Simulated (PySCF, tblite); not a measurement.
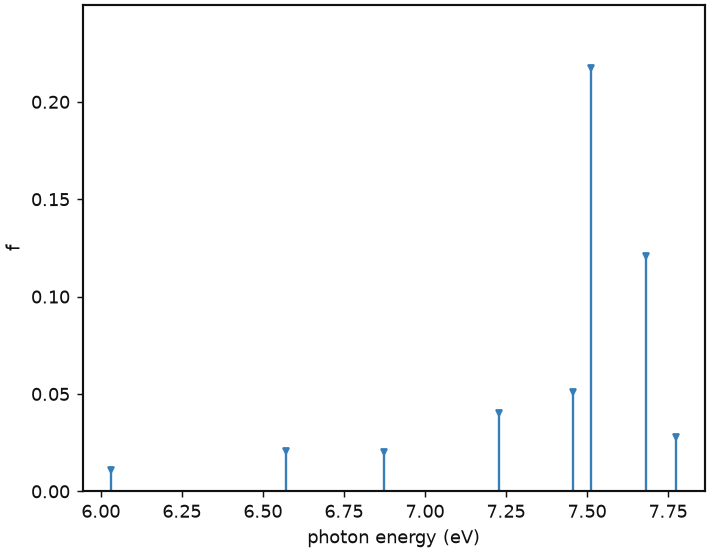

Vertical TDDFT excitations, ωB97X-D/def2-SVPD in PySCF 2.14.0, at a GFN2-xTB geometry (a minimum by its frequencies), gas phase. Only the first 8 singlet excitations are included.

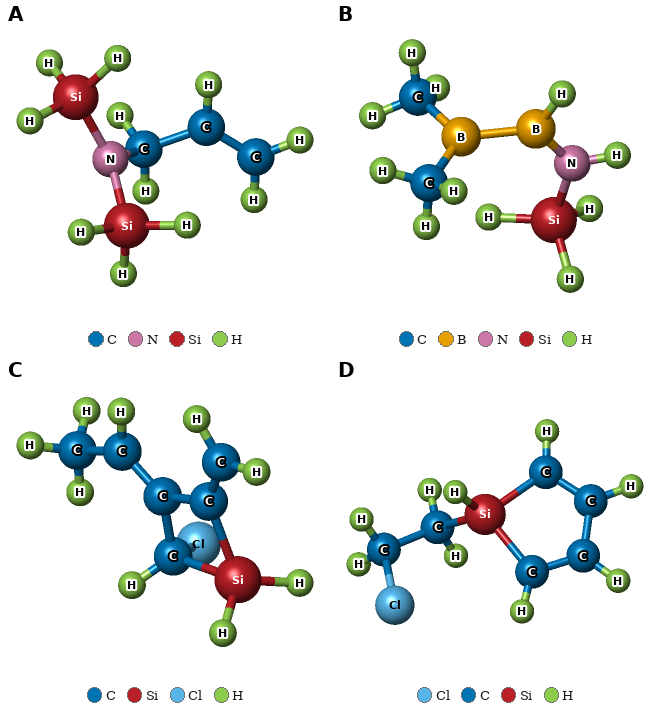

> Whose absorption spectrum is this? Choose among the lettered structures.

Structure A, C₃H₁₁NSi₂, SMILES C=CCN([SiH3])[SiH3]. Its lowest singlet lies at 6.03 eV (f = 0.011) and the brightest of those computed is S6 at 7.51 eV (165 nm), f = 0.217, mixed, the largest part being HOMO−1 → LUMO (42 %) (S5 lies within 0.06 eV, too close to order).

Known limits of this run: the tight-binding geometry is rougher than a DFT one and adds to the error; one conformer of a flexible molecule; core orbitals are frozen in the response.
